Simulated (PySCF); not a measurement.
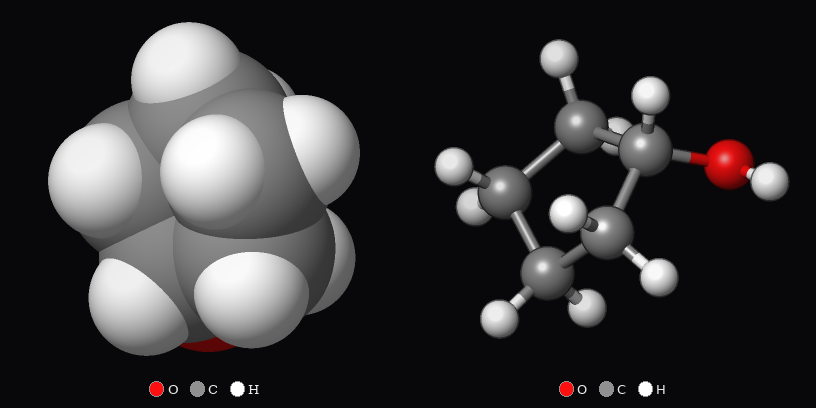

The same structure drawn twice, from different directions.

The geometry was computed by an optimisation with GFN2-xTB. No frequency run is at hand to confirm it as a minimum.

**Give the formula.**

C₅H₁₀O, 16 atoms: 5 carbon, 10 hydrogen and 1 oxygen.

**Give the symmetry (Schoenflies symbol).**

C1.

**How many bonds of each kind are drawn?**

9 C–H, 5 C–C, 1 C–O, 1 O–H.

**Describe its rings.**

Independent rings (smallest set): 1 of 5 members.

More results for the same structure follow; atom numbers are the same in all pictures, views and colours differ.

Dipole moment

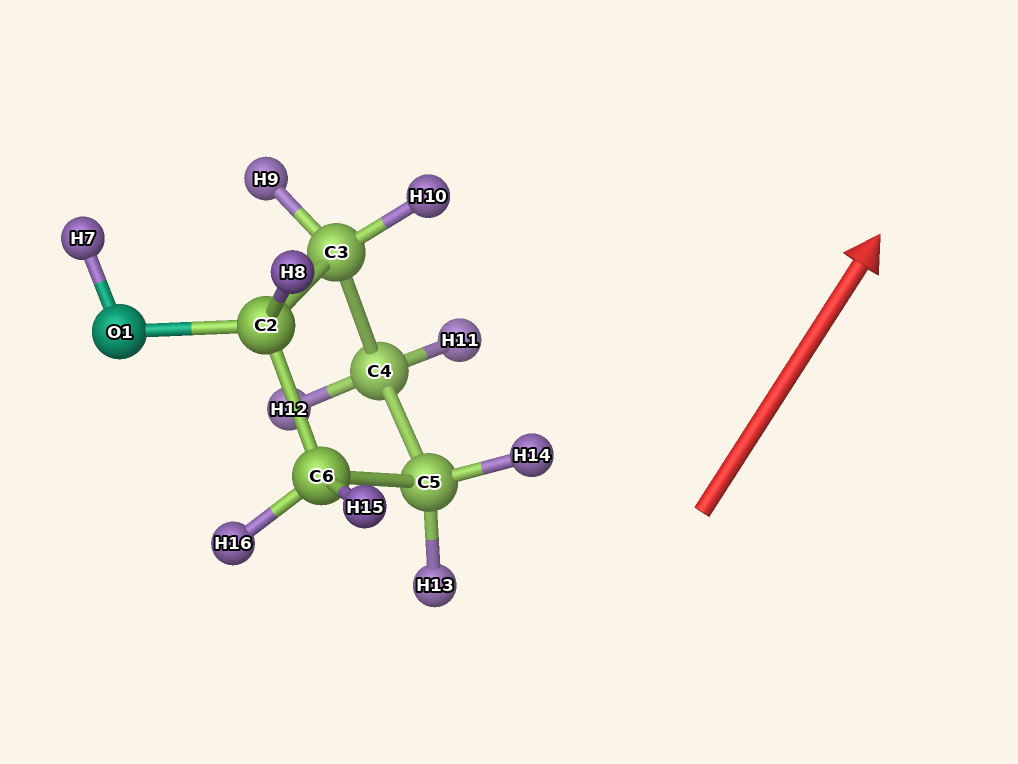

The arrow beside the molecule shows the direction of the dipole moment, from the negative to the positive end (its length means nothing). No frequency run is at hand to confirm it as a minimum. Method: PBE0/pcSseg-1, gas phase (PySCF 2.14.0).

**How large is the dipole moment?**

1.51 D; it points from the side of H16 to the side of H10 (the outermost atoms at the two ends).

Ring current

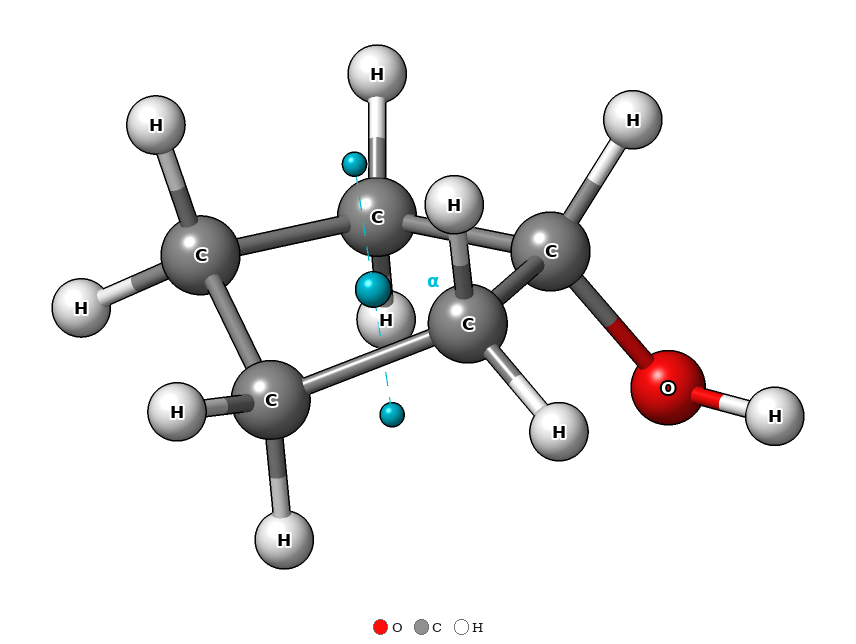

The small points mark where nucleus-independent chemical shifts (NICS) were computed: at the centre of each lettered ring and 1 Å above and below it. No frequency run is at hand to confirm it as a minimum. Level of theory: GIAO PBE0/pcSseg-1 NMR shielding, non-relativistic, gas phase (PySCF 2.14.0).

Give NICS(0), NICS(1) and the out-of-plane component NICS(1)zz for each ring (means of the two sides).

```tsv
ring	members	NICS(0)	NICS(1)	NICS(1)zz
α	C5	−5.0	−4.0	−3.7
```

Values in ppm.

**What do the values say about the ring currents?**

Ring α: weak, as in a non-aromatic ring. NICS is one index among several.

NMR shielding

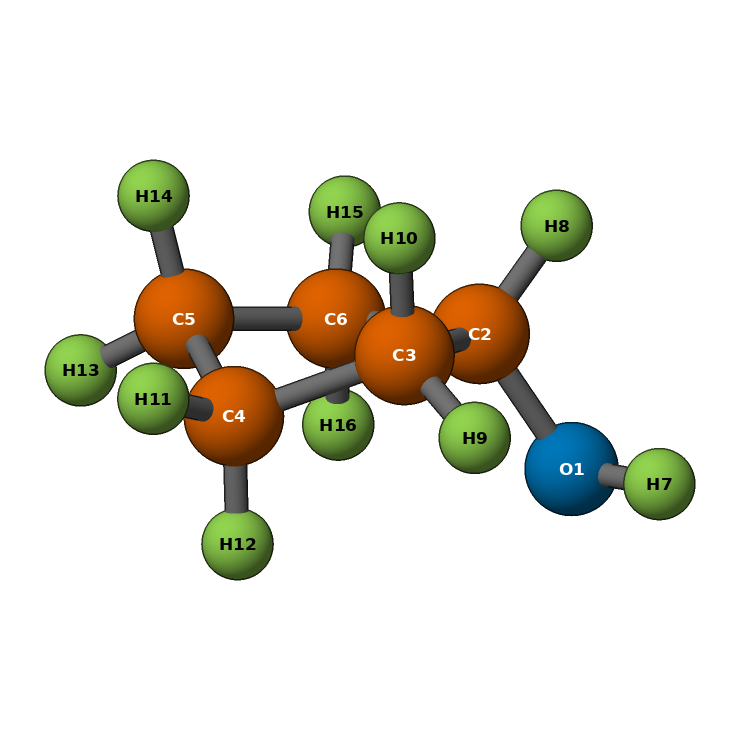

No frequency run is at hand to confirm it as a minimum. Method: GIAO PBE0/pcSseg-1 NMR shielding, non-relativistic, gas phase (PySCF 2.14.0). Principal shieldings σ11 ≤ σ22 ≤ σ33, span Ω = σ33 − σ11, skew κ = 3(σiso − σ22)/Ω.

Give the shielding tensors of the O atoms.

```
atom    σ11    σ22    σ33   σiso      Ω     κ
  O1  197.9  250.2  345.8  264.6  147.9  0.29
```

Shieldings and span in ppm.

Charges

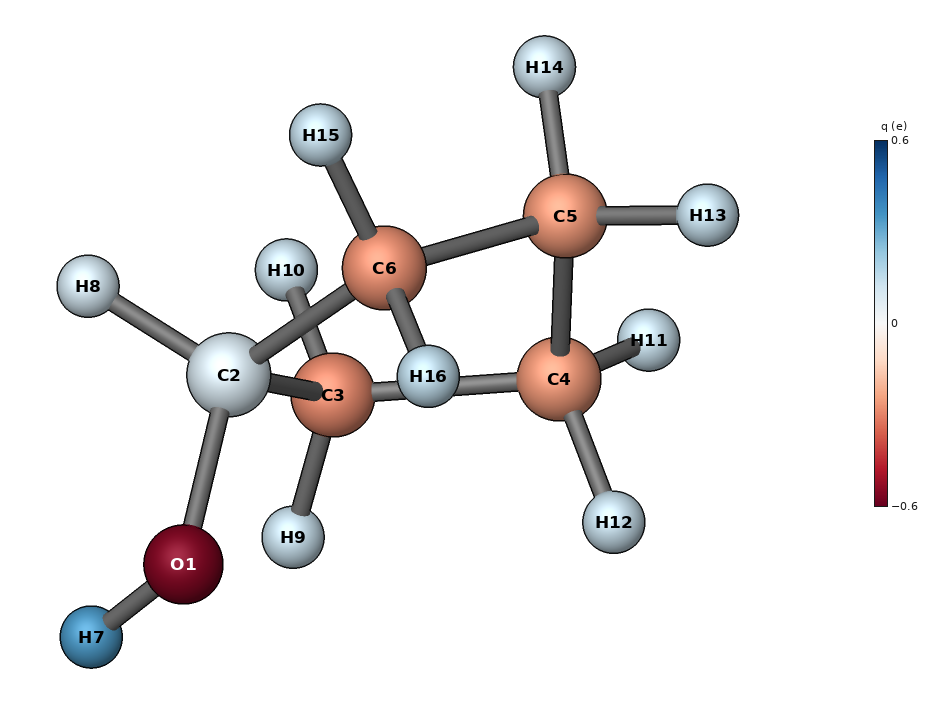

Atoms are coloured by their IAO charges. No frequency run is at hand to confirm it as a minimum. Properties computed with PBE0/pcSseg-1, gas phase (PySCF 2.14.0).

List the IAO charges.

```csv
atom,value (e)
O1,−0.55
C2,0.09
C3,−0.28
C4,−0.26
C5,−0.26
C6,−0.28
H7,0.34
H8,0.11
H9,0.13
H10,0.13
H11,0.13
H12,0.13
H13,0.14
H14,0.13
H15,0.14
H16,0.15
```
